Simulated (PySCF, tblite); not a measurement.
# C₄H₁₀BN: geometry, infrared bands and NMR shifts

Wanted: the infrared bands and NMR shifts of C₄H₁₀BN (`BNCCC=C`), by calculation.

Programs: tblite 0.8.0 and PySCF 2.14.0, with density-fitted response routines of our own. Each step states its level of theory. These are calculated values for one molecule in the gas phase, unless marked as measured. Atoms are numbered from 0 throughout.

**1. The starting structure**

16 atoms, charge 0, multiplicity 1; geometry from: force field or distance geometry start.

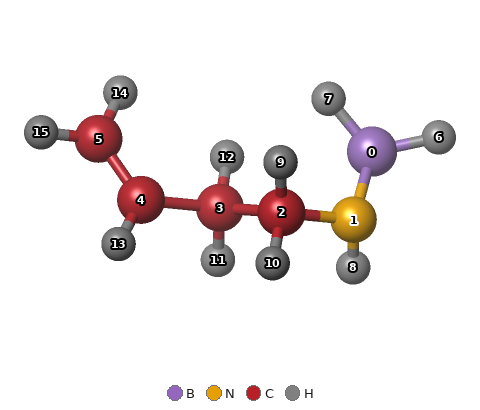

As it starts; boron purple, nitrogen amber, carbon red, hydrogen grey, atoms numbered; sticks join atoms by distance.

**2. Geometry optimisation with GFN2-xTB**

The job: settings as JSON, then the geometry in Å.

```
{"job": {"kind": "relax", "xc": "GFN2-xTB", "basis": "xTB"}, "charge": 0, "multiplicity": 1}
B      2.427400     0.442000     0.524600
N      1.841500    -0.822300    -0.090400
C      0.471400    -1.057500     0.277300
C     -0.329200     0.119600    -0.235700
C     -1.798300    -0.026200     0.099900
C     -2.394900     0.899600     0.843200
H      3.594200     0.384000     0.764900
H      1.734000     1.030600     1.297300
H      1.926900    -0.704800    -1.118900
H      0.345300    -1.222900     1.382800
H      0.115800    -2.029900    -0.172200
H     -0.273800     0.212200    -1.336700
H     -0.013300     1.059900     0.232400
H     -2.370300    -0.856900    -0.280200
H     -1.825400     1.772800     1.241100
H     -3.459000     0.808800     1.094300
```

Started as:

```bash
OMP_NUM_THREADS=1 python probes_run.py task.json out
```

One launch serves the whole session: the jobs run in the order shown.

**Question.** This job is followed by: GFN2-xTB harmonic vibrations, gas phase; GIAO PBE0/pcSseg-1 NMR shielding, non-relativistic, gas phase. What will the session give for the following? strongest single infrared mode (GFN2-xTB); zero-point energy (GFN2-xTB); 13C shifts against TMS (PBE0/pcSseg-1); 1H shifts against TMS (PBE0/pcSseg-1, means over atoms taken as alike); 11B shifts against BF3·OEt2 (PBE0/pcSseg-1); 15N shifts against NH3 (PBE0/pcSseg-1).

The runs gave:

| quantity | value |
| --- | --- |
| strongest single infrared mode (GFN2-xTB) | 2637 cm⁻¹, 208 km/mol |
| zero-point energy (GFN2-xTB) | 84.8 kcal/mol |
| 13C shifts against TMS (PBE0/pcSseg-1) | 144.0, 123.4, 56.8, 46.8 ppm |
| 1H shifts against TMS (PBE0/pcSseg-1, means over atoms taken as alike) | 6.06, 5.55, 5.37, 4.86, 4.62, 3.33, 2.33 ppm |
| 11B shifts against BF3·OEt2 (PBE0/pcSseg-1) | 35.2 ppm |
| 15N shifts against NH3 (PBE0/pcSseg-1) | 156.3 ppm |

**Reading.** Relaxing lowered the energy by 1.411 eV in 109 steps; the close pair that moved most is B0–N1, from 1.523 to 1.377 Å. All 42 modes are real, so the xTB geometry is a minimum. The strongest single mode, at 2637 cm⁻¹, moves mainly H6 and H7. GFN2-xTB is a fitted tight-binding method: band positions and strengths are rough. Its intensities can rank the bands wrongly. C4 (alkene CH) lies farthest downfield among carbon, at 144.0 ppm; the olefinic region. The most deshielded hydrogen is H13 (hydrogen on an alkene CH), at 6.06 ppm: olefinic region. At PBE0/pcSseg-1: Shielding is most anisotropic at C4 (span 239 ppm, paramagnetic term -214 ppm).
